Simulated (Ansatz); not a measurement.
Input file:

```
crystal:
  periodic: [false, false, false]
  atoms:
    - { symbol: Si, position_ang: [-1.85872, 0.6392, -0.7631] }
    - { symbol: C, position_ang: [-0.10994, 0.22115, -0.65231] }
    - { symbol: Si, position_ang: [0.63872, -0.39135, 0.88098] }
    - { symbol: H, position_ang: [-2.00531, 1.07769, -2.26349] }
    - { symbol: H, position_ang: [0.55497, 0.29912, -1.5204] }
    - { symbol: H, position_ang: [0.51925, 0.4846, 2.10506] }
    - { symbol: H, position_ang: [2.1179, -0.62278, 0.77222] }
    - { symbol: H, position_ang: [0.14312, -1.70765, 1.44103] }
total_charge: -1
basis:
  gaussian: { orbitals: def2-SVP }
hamiltonian:
  xc: pbe0
relax:
  f_tol: 0.02
  max_steps: 40
scf:
  lower_state_search: "off"
output:
  orbitals: {}
```

Command:

```sh
ansatz run input.yaml --threads 1 --pin off --max-ram 2048MiB --backend cpu --events-out ev --progress --plain --runs-dir out
```

The fields are those of the relaxed geometry.

Level of theory: RKS PBE0/def2-SVP in Ansatz 0.2.0.

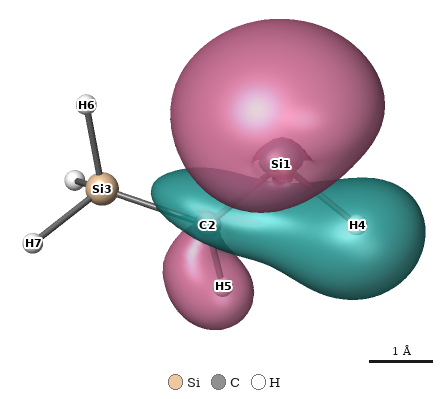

CH$_{5}$Si$_{2}$ (SMILES [SiH-]=C[SiH3]) (charge −1). The HOMO at ±0.08 Å⁻³ᐟ² (teal and pink are the two phases), seen at a tilt.

**What is the character of this orbital?**

By Hirshfeld shares it lies mainly on Si1 (about 75 %), H4 (about 15 %) and C2 (about 10 %). Its energy is −0.61 eV.
